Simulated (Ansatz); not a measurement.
**CH2GeP (SMILES [CH2]1[P]=[Ge]1) (doublet): density, localisation and related maps**

The calculation's input:

```
crystal:
  periodic: [false, false, false]
  atoms:
    - symbol: C
      position_ang: [0.094868, -0.748584, -0.051870]
    - symbol: Ge
      position_ang: [0.611461, 1.010579, 0.754943]
    - symbol: P
      position_ang: [-0.259698, 0.511525, -1.351930]
    - symbol: H
      position_ang: [-0.775153, -1.278023, 0.370749]
    - symbol: H
      position_ang: [0.894893, -1.473967, -0.274542]
basis:
  gaussian: {orbitals: def2-TZVPD}
magnetization: {spin_polarized: true, initial_magnetization: 1}
hamiltonian: {xc: {name: PBE0}}
output: {forces: true, orbitals: {seedname: orbitals}}
```

Run with:

```sh
ansatz run input.yaml --threads 1 --pin off --max-ram 2610MiB --events-out events.jsonl --progress --plain --runs-dir runs
```

Geometry: PBE0-D3(BJ)/def2-SVP.

The calculation used isolated molecule in a Gaussian basis; Kohn-Sham density functional theory, functional PBE0 in Ansatz.

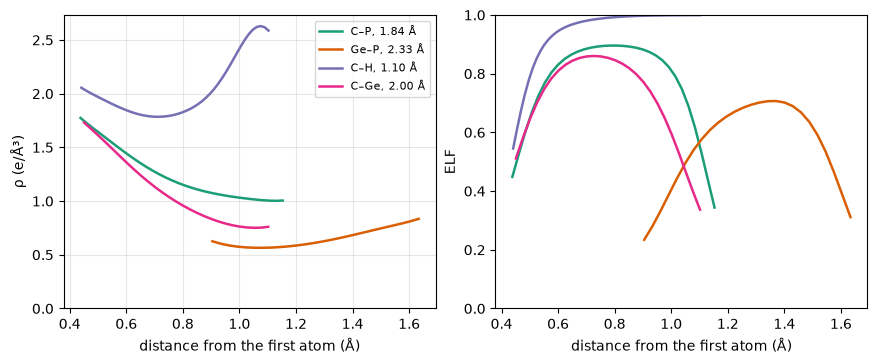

Figure 1. Total electron density and electron localisation function along straight lines between neighbouring atoms. The curves leave out the atomic cores.

Question: Compare the contacts.

Answer: C–P (1.84 Å): ρ is about 1.1 e/Å³ halfway; the ELF peaks at about 0.90 between the atoms: a shared electron pair.
Ge–P (2.33 Å): the density is about 0.58 e/Å³ at the midpoint; the ELF peaks at about 0.70 in the valence shell of P, 1.0 Å from its nucleus, and is about 0.65 at the midpoint.
C–H (1.10 Å): ρ at the midpoint is about 1.9 e/Å³; the ELF climbs to about 1 towards the hydrogen, as it does in any bond to H; a covalent bond by its length.
C–Ge (2.00 Å): ρ at the midpoint is about 0.76 e/Å³; the ELF peaks at about 0.85 in the valence shell of C, 0.7 Å from its nucleus, and is about 0.60 at the midpoint.

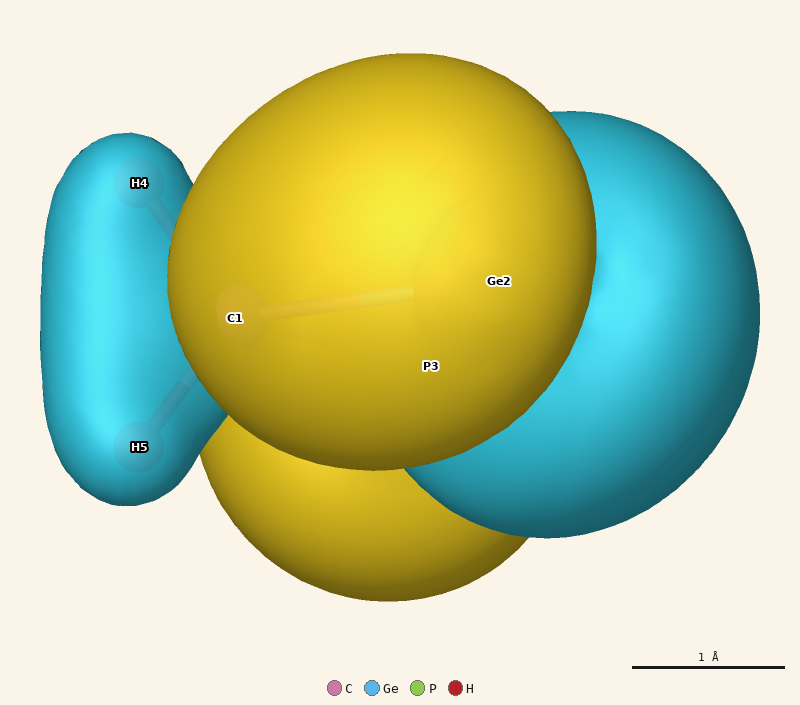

Figure 2. The HOMO (β) at ±0.08 Å⁻³ᐟ² (yellow and cyan are the two phases), seen from one side.

Question: Describe this orbital and give its energy.

Answer: Its weight (Hirshfeld) is mainly on P3 (about 45 %), Ge2 (about 40 %) and C1 (about 10 %). Its energy is −6.26 eV.
